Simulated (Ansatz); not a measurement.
**C$_{2}$H$_{5}$NSSi: geometry relaxation (part 2 of 2)**

The same run, continued: C$_{2}$H$_{5}$NSSi, SMILES N[SiH2]C1=CS1; RKS BLYP/def2-SVP (Ansatz 0.2.0). It belongs to a series of runs on one base structure; here: end point A relaxed.

Geometry of the input (Å):
```
N  -0.8559  0.2636  1.4872
Si -0.3477  0.7575  -0.0651
C  0.5807  -0.4522  -0.8034
C  1.6772  -1.2860  -0.7665
S  0.7417  -1.3547  -2.2403
H  -1.5355  -0.4666  1.3732
H  -1.4412  1.0694  1.8536
H  -1.5400  1.0771  -0.8257
H  0.3832  2.0502  0.1800
H  2.4207  -1.7093  -0.1903
```

Trajectory as extended XYZ, continued:
```
10
Properties=species:S:1:pos:R:3:forces:R:3 step=5 energy=-22346.21813
N    -0.9492    0.3392    1.5314   -0.0499   0.1263  -0.1177
Si   -0.4837    0.8663   -0.0778    0.0250  -0.1228   0.0122
C     0.6448   -0.4484   -0.7884    0.0139   0.1181   0.2766
C     1.5925   -1.3403   -0.7444    0.0772  -0.2309  -0.3575
S     1.0705   -1.3268   -2.5061    0.0444   0.0206   0.1063
H    -1.5186   -0.5101    1.6084    0.0072  -0.0149   0.0179
H    -1.3156    1.0547    2.1721    0.0637  -0.0546  -0.0422
H    -1.5658    1.0729   -1.1031   -0.0105  -0.0110   0.0418
H     0.2640    2.1549    0.0931   -0.0145   0.0105   0.0038
H     2.3442   -1.9136   -0.1825   -0.1564   0.1587   0.0589
10
Properties=species:S:1:pos:R:3:forces:R:3 step=6 energy=-22346.22693
N    -1.0753    0.3922    1.5011   -0.0796   0.1812   0.3329
Si   -0.4982    0.8244   -0.0785    0.0283  -0.0388  -0.0130
C     0.7290   -0.4492   -0.6626    0.0875  -0.0951  -0.1822
C     1.6198   -1.3962   -0.8293   -0.1945   0.2489   0.4392
S     1.1393   -1.1412   -2.5349    0.1096  -0.0642  -0.1287
H    -1.5979   -0.4598    1.7352    0.0919   0.1987  -0.1135
H    -1.1816    1.1283    2.2129   -0.0018  -0.2820  -0.1594
H    -1.5207    0.9187   -1.1801    0.0256  -0.0334   0.0716
H     0.1633    2.1666    0.0879   -0.0339  -0.0871  -0.0289
H     2.3057   -2.0349   -0.2489   -0.0331  -0.0282  -0.2179
10
Properties=species:S:1:pos:R:3:forces:R:3 step=7 energy=-22346.23382
N    -0.9757    0.3978    1.5524   -0.2548  -0.3381  -0.0575
Si   -0.5170    0.7919   -0.0801    0.0320   0.4888   0.0445
C     0.7048   -0.4367   -0.7231    0.0769   0.0701  -0.0097
C     1.6143   -1.3630   -0.7999   -0.0054  -0.4723  -0.0137
S     1.3168   -1.0509   -2.5533    0.0249   0.0864   0.0494
H    -1.6442   -0.3714    1.6670    0.0503   0.0146   0.1909
H    -1.1157    1.1113    2.2740    0.0520   0.0284  -0.1516
H    -1.5995    0.8320   -1.1194   -0.0958  -0.0363   0.0566
H     0.1155    2.1479    0.0136    0.0486   0.0200  -0.0893
H     2.1840   -2.1099   -0.2285    0.0713   0.1384  -0.0196
10
Properties=species:S:1:pos:R:3:forces:R:3 step=8 energy=-22346.26831
N    -1.0132    0.4130    1.5329   -0.0315   0.0498   0.0010
Si   -0.5322    0.7954   -0.0934   -0.0279  -0.1476   0.0929
C     0.7155   -0.4446   -0.6889    0.0444  -0.0345   0.0026
C     1.5744   -1.4192   -0.7967   -0.0156   0.0552  -0.0170
S     1.4159   -0.8807   -2.5195    0.0719  -0.0472  -0.0529
H    -1.6367   -0.3687    1.7425   -0.0119  -0.0008   0.0416
H    -1.0469    1.1366    2.2538   -0.0041  -0.0236  -0.0042
H    -1.6275    0.7615   -1.1174   -0.0409   0.0186  -0.0222
H     0.0947    2.1471   -0.0520    0.0462   0.1267  -0.0213
H     2.1392   -2.1915   -0.2587   -0.0306   0.0034  -0.0205
10
Properties=species:S:1:pos:R:3:forces:R:3 step=9 energy=-22346.27701
N    -1.0550    0.4423    1.5079   -0.1818  -0.0486   0.2889
Si   -0.5614    0.7921   -0.1128    0.0523   0.0669  -0.0559
C     0.7139   -0.4283   -0.6975    0.0522  -0.0561  -0.0253
C     1.5526   -1.4231   -0.7976   -0.0424   0.0443   0.0615
S     1.5560   -0.8222   -2.4961    0.0138   0.0135  -0.0666
H    -1.5972   -0.3794    1.7910    0.0712   0.1015  -0.0845
H    -0.9409    1.1091    2.2751    0.0415  -0.0506  -0.0923
H    -1.6687    0.7319   -1.1261    0.0132  -0.0095   0.0055
H     0.0433    2.1662   -0.0904   -0.0264  -0.0528  -0.0208
H     2.0407   -2.2396   -0.2508    0.0064  -0.0087  -0.0105
10
Properties=species:S:1:pos:R:3:forces:R:3 step=10 energy=-22346.29692
N    -1.1383    0.4894    1.4948    0.0047   0.2582   0.2270
Si   -0.5792    0.7912   -0.1185   -0.0206   0.0467  -0.0476
C     0.7170   -0.4207   -0.6771    0.0705  -0.0466  -0.0959
C     1.5550   -1.4144   -0.7840    0.0149  -0.0139  -0.0776
S     1.6057   -0.7885   -2.4802   -0.0292  -0.0001   0.1456
H    -1.6616   -0.3384    1.7820    0.0012  -0.0371  -0.0183
H    -0.7670    1.0134    2.2955   -0.0440  -0.1621  -0.1585
H    -1.6893    0.6981   -1.1226    0.0080  -0.0444   0.0165
H     0.0121    2.1689   -0.1364    0.0087  -0.0428   0.0190
H     2.0289   -2.2500   -0.2507   -0.0141   0.0420  -0.0102
10
Properties=species:S:1:pos:R:3:forces:R:3 step=11 energy=-22346.24544 accepted=F
N    -1.2254    0.5548    1.4815    1.1002   0.5989   1.7561
Si   -0.5994    0.7943   -0.1268   -0.0494  -0.0579  -0.1158
C     0.7111   -0.4156   -0.6664   -0.0391   0.0258   0.0393
C     1.5537   -1.4044   -0.7770    0.0793  -0.1860   0.1438
S     1.6461   -0.7567   -2.4447    0.0050   0.0994  -0.1733
H    -1.7172   -0.3010    1.7783    0.1511   0.1896  -0.1825
H    -0.6004    0.9065    2.2942   -1.2018  -0.7053  -1.4834
H    -1.7123    0.6540   -1.1199    0.0078   0.0191   0.0070
H     0.0049    2.1651   -0.1651   -0.0233  -0.0331  -0.0047
H     2.0222   -2.2481   -0.2513   -0.0299   0.0496   0.0134
10
Properties=species:S:1:pos:R:3:forces:R:3 step=12 energy=-22346.31209
N    -1.1961    0.5538    1.5015   -0.0062   0.0120   0.0223
Si   -0.5850    0.7823   -0.1131   -0.0059   0.0562  -0.0832
C     0.7143   -0.4286   -0.6856   -0.0929   0.0728   0.1578
C     1.5565   -1.4165   -0.7850    0.0596  -0.1139   0.0757
S     1.6199   -0.7379   -2.4557    0.0442   0.0207  -0.1381
H    -1.6902   -0.2999    1.7732   -0.0157  -0.0175  -0.0307
H    -0.6932    0.9478    2.3012    0.0400  -0.0180  -0.0259
H    -1.6918    0.6525   -1.1138   -0.0341  -0.0046   0.0365
H     0.0222    2.1502   -0.1646    0.0014  -0.0106   0.0042
H     2.0267   -2.2545   -0.2552    0.0096   0.0029  -0.0186
10
Properties=species:S:1:pos:R:3:forces:R:3 step=13 energy=-22346.31979
N    -1.1967    0.5727    1.5027    0.0137   0.0183   0.0204
Si   -0.5952    0.7885   -0.1201   -0.0040   0.0020  -0.0040
C     0.7030   -0.4313   -0.6714   -0.0031  -0.0188   0.0560
C     1.5549   -1.4128   -0.7736    0.0002  -0.0010   0.0032
S     1.6452   -0.7176   -2.4390    0.0231  -0.0008  -0.0350
H    -1.7298   -0.2672    1.7479    0.0118   0.0168  -0.0060
H    -0.6224    0.8774    2.2951   -0.0158  -0.0355  -0.0288
H    -1.7245    0.6410   -1.0901   -0.0268   0.0041   0.0027
H     0.0197    2.1500   -0.2001    0.0007   0.0104  -0.0045
H     2.0291   -2.2515   -0.2486    0.0001   0.0044  -0.0041
10
Properties=species:S:1:pos:R:3:forces:R:3 step=14 energy=-22346.32111
N    -1.1923    0.5873    1.5058    0.1866   0.1440   0.1096
Si   -0.6061    0.7884   -0.1255   -0.0048   0.0301  -0.0078
C     0.6916   -0.4378   -0.6618    0.0233  -0.0475  -0.0282
C     1.5526   -1.4122   -0.7673   -0.0010   0.0528  -0.0392
S     1.6846   -0.6956   -2.4211   -0.0130  -0.0110   0.0518
H    -1.7631   -0.2284    1.7352   -0.0597  -0.0937   0.0383
H    -0.5622    0.8121    2.2877   -0.1298  -0.0539  -0.1266
H    -1.7587    0.6383   -1.0683    0.0021  -0.0154  -0.0011
H     0.0082    2.1488   -0.2371    0.0101  -0.0077  -0.0019
H     2.0285   -2.2518   -0.2449   -0.0137   0.0024   0.0050
10
Properties=species:S:1:pos:R:3:forces:R:3 step=15 energy=-22346.32208
N    -1.1872    0.5887    1.5070   -0.0039  -0.0019   0.0091
Si   -0.6062    0.7885   -0.1262   -0.0005   0.0034  -0.0065
C     0.6865   -0.4406   -0.6682    0.0051  -0.0048  -0.0033
C     1.5530   -1.4098   -0.7694    0.0004  -0.0028   0.0057
S     1.6921   -0.6904   -2.4188   -0.0015   0.0014   0.0021
H    -1.7660   -0.2250    1.7362   -0.0026  -0.0003  -0.0018
H    -0.5639    0.8075    2.2900    0.0031   0.0022   0.0008
H    -1.7633    0.6337   -1.0626    0.0000   0.0016  -0.0001
H     0.0143    2.1454   -0.2433   -0.0009  -0.0004  -0.0012
H     2.0238   -2.2491   -0.2419    0.0010   0.0015  -0.0048
```

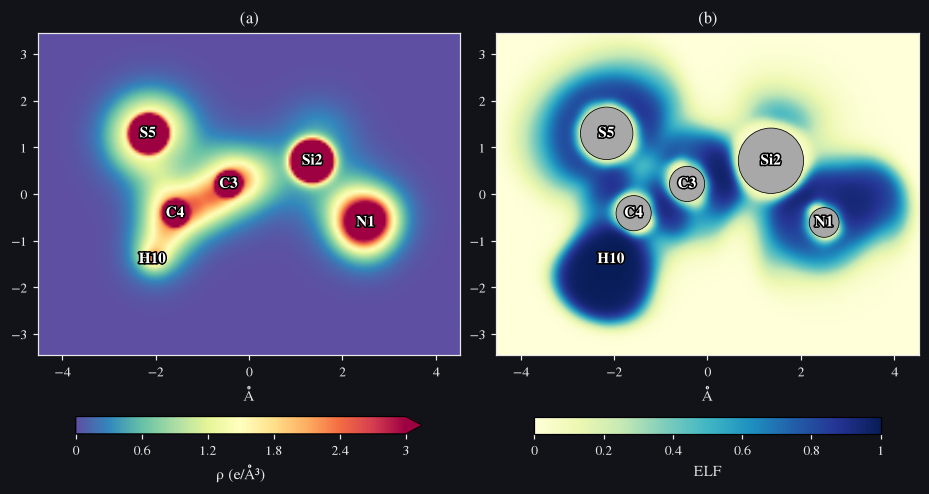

Figure 1. (a) electron density; (b) electron localisation function on the plane of atoms S5, C4 and H10. Grey discs, where drawn, cover atomic cores. The section cuts through N, Si, C, S and H sites. C–Si (1.86 Å): ρ is about 0.9 e/Å³ halfway; the ELF peaks at about 0.95 between the atoms (a shared electron pair). C–S (2.03 Å): ρ is about 0.73 e/Å³ halfway; the ELF peaks at about 0.60 in the valence shell of C, 0.7 Å from its nucleus, and is about 0.55 at the midpoint.

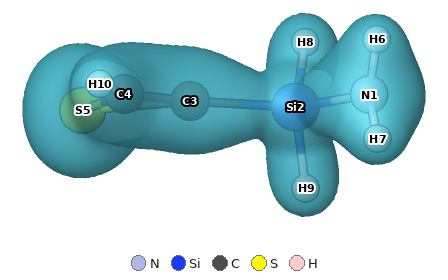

Figure 2. Isosurface of the electron density at 0.4 e/Å³ (cyan), seen from the side. At this value the surface is in one piece. On the grid the lowest density along these lines, outside the cores, is 2.3 e/Å³ (C–C, 1.30 Å), 0.82 e/Å³ (Si–N, 1.74 Å), 1.1 e/Å³ (C–S, 1.80 Å) and 0.72 e/Å³ (C–Si, 1.86 Å).

Key numbers:

- outcome: converged
- total energy: −22346.3224 eV
- mean-field energy: −22346.3224 eV
- largest force (length of the vector) at the end: 0.010 eV/Å
- wall time: 28 s (CPU time 52 s)
- peak memory: 0.17 GiB
